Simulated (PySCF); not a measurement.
# P²⁺: dipole response in aug-cc-pV(Q+d)Z

Aim: the static polarisability and the C₆ coefficient of P²⁺, method by method.

Program: PySCF 2.14.0. Level of theory: unrestricted determinants in a Gaussian basis, no spin-orbit coupling in the energies. These are calculated values, not measurements, unless marked.

## (1) The system

- Element: phosphorus (Z = 15)
- Basis: aug-cc-pV(Q+d)Z
- Hamiltonian: the non-relativistic Hamiltonian (point nucleus)
- State 1: P²⁺: [Ne] 3s1 3p2, high-spin 4P determinant (an excited configuration)
- Methods: UHF, PBE, PBE0, TPSS

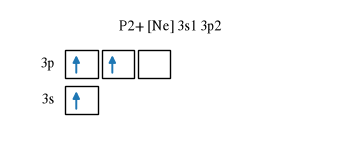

The shells outside the core, filled by Hund's rule for the drawing.

One driver process ran all states and methods and kept the integrals in memory. Each run is shown as a PySCF script that sums up its settings (the driver passes frozen orbitals as a list and adds second-order terms of double hybrids); the logs are those of the runs themselves. The driver starts from symmetry-adapted Hartree-Fock orbitals, holds the occupation by maximum overlap and uses a logarithmic radial grid for functionals, so a plain start would take other cycles.

The integrals over 89 functions and the set-up took 0.54 s of CPU time.

## (2) P²⁺ [Ne] 3s1 3p2

UHF:

input.py reads:

```python
from pyscf import gto, scf, dft, mp, cc
import basis_set_exchange as bse
mol = gto.M(atom="P 0 0 0", charge=2, spin=3, symmetry="D2h",
            basis=gto.basis.parse(bse.get_basis("aug-cc-pV(Q+d)Z", elements=["P"], fmt="nwchem")))
mf = scf.UHF(mol)
mf.irrep_nelec = {'Ag': (3, 2), 'B1u': (2, 1), 'B2u': (2, 1), 'B3u': (1, 1)}
mf.kernel()
```

What it wrote:

```text
damping factor = 0
level_shift factor = 0
DIIS = <class 'pyscf.scf.diis.CDIIS'>
diis_start_cycle = 1
diis_space = 10
diis_damp = 0
SCF conv_tol = 1e-09
SCF conv_tol_grad = None
number electrons alpha = 8  beta = 5
cycle= 1 E= -339.450763816466  delta_E= -0.00247  |g|= 0.0167  |ddm|= 0.0458
cycle= 2 E= -339.450994102828  delta_E= -0.00023  |g|= 0.00525  |ddm|= 0.0196
cycle= 3 E= -339.451019356505  delta_E= -2.53e-05  |g|= 0.000165  |ddm|= 0.0109
cycle= 4 E= -339.451019370726  delta_E= -1.42e-08  |g|= 1.27e-05  |ddm|= 0.00074
cycle= 5 E= -339.451019370834  delta_E= -1.08e-10  |g|= 9.47e-07  |ddm|= 5.9e-05
converged SCF energy = -339.451019370834  <S^2> = 3.7500483  2S+1 = 4.0000242
```

CPU time 13 s on a shared host, the integrals not counted.

Orbital energies by shell (radii are means over both spins):

| shell | electrons | mean orbital energy (eV) | spread (eV) | rms radius (bohr) |
| --- | --- | --- | --- | --- |
| 1s α | 1 | -2202.0 | 0 | 0.120 |
| 1s β | 1 | -2200.9 | 0 | 0.120 |
| 2s α | 1 | -229.73 | 0 | 0.562 |
| 2s β | 1 | -228.08 | 0 | 0.562 |
| 2p α | 3 | -172.47 | 0.500 | 0.539 |
| 2p β | 3 | -170.99 | 0.714 | 0.539 |
| 3s α | 1 | -43.590 | 0 | 1.86 |
| 3p α | 2 | -31.539 | 0 | 2.09 |

⟨S²⟩ = 3.750, ⟨L²⟩ = 2.02.

The driver then solved the coupled dipole response at imaginary frequencies: mean α = 8.150 bohr³ (xx, yy, zz: 9.177, 7.637, 7.637), C₆ = 27.55 au for a like pair.

PBE:

Changes to input.py:

```diff
@@ -4,3 +4,3 @@
             basis=gto.basis.parse(bse.get_basis("aug-cc-pV(Q+d)Z", elements=["P"], fmt="nwchem")))
-mf = scf.UHF(mol)
+mf = dft.UKS(mol, xc="PBE")
 mf.irrep_nelec = {'Ag': (3, 2), 'B1u': (2, 1), 'B2u': (2, 1), 'B3u': (1, 1)}
```

What it wrote:

```text
damping factor = 0
level_shift factor = 0
DIIS = <class 'pyscf.scf.diis.CDIIS'>
diis_start_cycle = 1
diis_space = 10
diis_damp = 0
SCF conv_tol = 1e-09
SCF conv_tol_grad = None
number electrons alpha = 8  beta = 5
XC functionals = PBE
    J. P. Perdew, K. Burke, and M. Ernzerhof.,  Phys. Rev. Lett. 77, 3865 (1996)
    J. P. Perdew, K. Burke, and M. Ernzerhof.,  Phys. Rev. Lett. 78, 1396 (1997)
    J. P. Perdew, K. Burke, and M. Ernzerhof.,  Phys. Rev. Lett. 77, 3865 (1996)
    J. P. Perdew, K. Burke, and M. Ernzerhof.,  Phys. Rev. Lett. 78, 1396 (1997)
cycle= 1 E= -339.744255552903  delta_E= -0.00445  |g|= 0.0391  |ddm|= 1.16
cycle= 2 E= -339.744395384698  delta_E= -0.00014  |g|= 0.0122  |ddm|= 0.464
cycle= 3 E= -339.744412480782  delta_E= -1.71e-05  |g|= 0.000268  |ddm|= 0.111
cycle= 4 E= -339.744412500351  delta_E= -1.96e-08  |g|= 1.33e-05  |ddm|= 0.00318
cycle= 5 E= -339.744412500406  delta_E= -5.51e-11  |g|= 1.99e-07  |ddm|= 8.76e-05
converged SCF energy = -339.744412500406  <S^2> = 3.7500143  2S+1 = 4.0000072
```

It used 6.7 s of CPU time after the integrals (shared host).

The driver then solved the coupled dipole response at imaginary frequencies: mean α = 8.149 bohr³ (xx, yy, zz: 8.953, 7.748, 7.748), C₆ = 27.43 au for a like pair.

PBE0:

Changes to input.py:

```diff
@@ -4,3 +4,3 @@
             basis=gto.basis.parse(bse.get_basis("aug-cc-pV(Q+d)Z", elements=["P"], fmt="nwchem")))
-mf = dft.UKS(mol, xc="PBE")
+mf = dft.UKS(mol, xc="PBE0")
 mf.irrep_nelec = {'Ag': (3, 2), 'B1u': (2, 1), 'B2u': (2, 1), 'B3u': (1, 1)}
```

What it wrote:

```text
damping factor = 0
level_shift factor = 0
DIIS = <class 'pyscf.scf.diis.CDIIS'>
diis_start_cycle = 1
diis_space = 10
diis_damp = 0
SCF conv_tol = 1e-09
SCF conv_tol_grad = None
number electrons alpha = 8  beta = 5
XC functionals = PBE0
    C. Adamo and V. Barone.,  J. Chem. Phys. 110, 6158 (1999)
    M. Ernzerhof and G. E. Scuseria.,  J. Chem. Phys. 110, 5029 (1999)
cycle= 1 E= -339.780918433691  delta_E= -0.00282  |g|= 0.0216  |ddm|= 0.774
cycle= 2 E= -339.780975251329  delta_E= -5.68e-05  |g|= 0.0056  |ddm|= 0.264
cycle= 3 E= -339.780978895832  delta_E= -3.64e-06  |g|= 0.000186  |ddm|= 0.0513
cycle= 4 E= -339.780978919217  delta_E= -2.34e-08  |g|= 7.37e-06  |ddm|= 0.00139
cycle= 5 E= -339.78097891925  delta_E= -3.21e-11  |g|= 2.38e-07  |ddm|= 6.05e-05
converged SCF energy = -339.78097891925  <S^2> = 3.7500117  2S+1 = 4.0000059
```

CPU time 16 s on a shared host, the integrals not counted.

The driver then solved the coupled dipole response at imaginary frequencies: mean α = 8.114 bohr³ (xx, yy, zz: 8.989, 7.676, 7.676), C₆ = 27.28 au for a like pair.

TPSS:

Changes to input.py:

```diff
@@ -4,3 +4,3 @@
             basis=gto.basis.parse(bse.get_basis("aug-cc-pV(Q+d)Z", elements=["P"], fmt="nwchem")))
-mf = dft.UKS(mol, xc="PBE0")
+mf = dft.UKS(mol, xc="TPSS")
 mf.irrep_nelec = {'Ag': (3, 2), 'B1u': (2, 1), 'B2u': (2, 1), 'B3u': (1, 1)}
```

What it wrote:

```text
damping factor = 0
level_shift factor = 0
DIIS = <class 'pyscf.scf.diis.CDIIS'>
diis_start_cycle = 1
diis_space = 10
diis_damp = 0
SCF conv_tol = 1e-09
SCF conv_tol_grad = None
number electrons alpha = 8  beta = 5
XC functionals = TPSS
    J. Tao, J. P. Perdew, V. N. Staroverov, and G. E. Scuseria.,  Phys. Rev. Lett. 91, 146401 (2003)
    J. P. Perdew, J. Tao, V. N. Staroverov, and G. E. Scuseria.,  J. Chem. Phys. 120, 6898 (2004)
    J. Tao, J. P. Perdew, V. N. Staroverov, and G. E. Scuseria.,  Phys. Rev. Lett. 91, 146401 (2003)
    J. P. Perdew, J. Tao, V. N. Staroverov, and G. E. Scuseria.,  J. Chem. Phys. 120, 6898 (2004)
cycle= 1 E= -339.927852210903  delta_E= -0.00302  |g|= 0.03  |ddm|= 0.966
cycle= 2 E= -339.927939280124  delta_E= -8.71e-05  |g|= 0.009  |ddm|= 0.342
cycle= 3 E= -339.927948662936  delta_E= -9.38e-06  |g|= 0.000174  |ddm|= 0.0784
cycle= 4 E= -339.927948670646  delta_E= -7.71e-09  |g|= 1.48e-05  |ddm|= 0.00233
cycle= 5 E= -339.927948670709  delta_E= -6.29e-11  |g|= 3.32e-07  |ddm|= 8.97e-05
converged SCF energy = -339.927948670709  <S^2> = 3.7500158  2S+1 = 4.0000079
```

It used 22 s of CPU time after the integrals (shared host).

The driver then solved the coupled dipole response at imaginary frequencies: mean α = 8.113 bohr³ (xx, yy, zz: 8.978, 7.681, 7.681), C₆ = 27.49 au for a like pair.

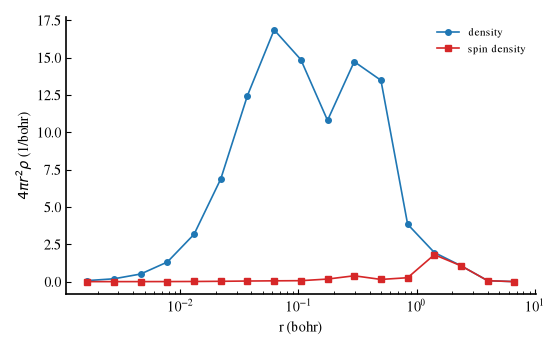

Radial density 4πr²ρ of P²⁺ at UHF, at 17 stored radii joined by straight lines.

## (3) The response side by side

P²⁺ [Ne] 3s1 3p2, in atomic units:

| method | mean α | C₆ (like pair) | S(−4) |
| --- | --- | --- | --- |
| UHF | 8.150 | 27.55 | 28.56 |
| PBE | 8.149 | 27.43 | 29.06 |
| PBE0 | 8.114 | 27.28 | 28.66 |
| TPSS | 8.113 | 27.49 | 28.31 |

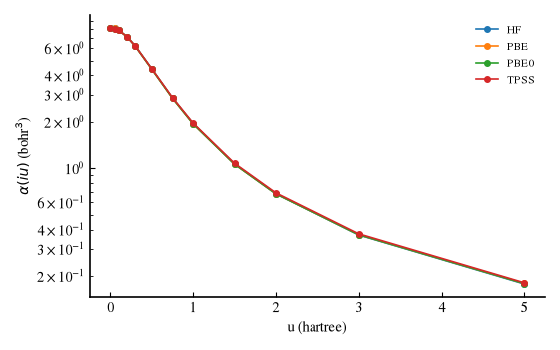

α(iu) of P²⁺ [Ne] 3s1 3p2, the polarisability at imaginary frequency, on a logarithmic scale.

## (4) Results

| quantity | value |
| --- | --- |
| α of P²⁺ [Ne] 3s1 3p2 | 8.113 (TPSS) to 8.150 (UHF) bohr³ |

A single London oscillator with the computed α and C₆ of P²⁺ [Ne] 3s1 3p2 at UHF would have ω = 4 C₆ / (3 α²) = 0.553 hartree. The basis is finite, and no extrapolation was made.
